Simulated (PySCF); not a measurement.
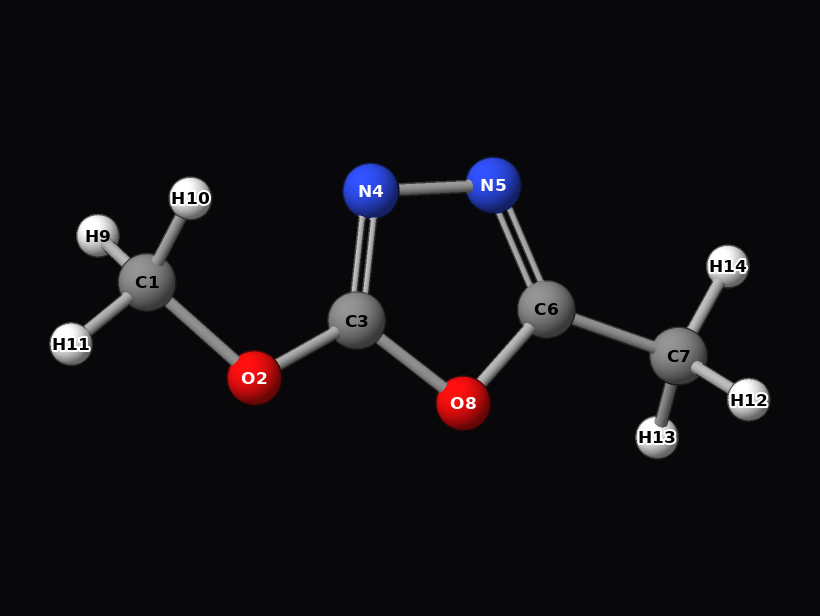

The questions are on Mulliken charges. The computed structure is the end point of a GFN2-xTB optimisation. No frequency run is at hand to confirm it as a minimum. Level of theory: PBE0/pcSseg-1, gas phase (PySCF 2.14.0).

Q: Which atom carries the highest charge (most positive or least negative)?

A: C3 (0.62 e).

Q: And the lowest?

A: O2 (−0.45 e).

List the Mulliken charges.

```json
{"atom": "C1", "value (e)": "−0.03"}
{"atom": "O2", "value (e)": "−0.45"}
{"atom": "C3", "value (e)": "0.62"}
{"atom": "N4", "value (e)": "−0.34"}
{"atom": "N5", "value (e)": "−0.27"}
{"atom": "C6", "value (e)": "0.19"}
{"atom": "C7", "value (e)": "−0.16"}
{"atom": "O8", "value (e)": "−0.39"}
{"atom": "H9", "value (e)": "0.13"}
{"atom": "H10", "value (e)": "0.13"}
{"atom": "H11", "value (e)": "0.14"}
{"atom": "H12", "value (e)": "0.14"}
{"atom": "H13", "value (e)": "0.14"}
{"atom": "H14", "value (e)": "0.15"}
```

Mulliken values depend strongly on the basis set and can even reverse the polarity of a bond.
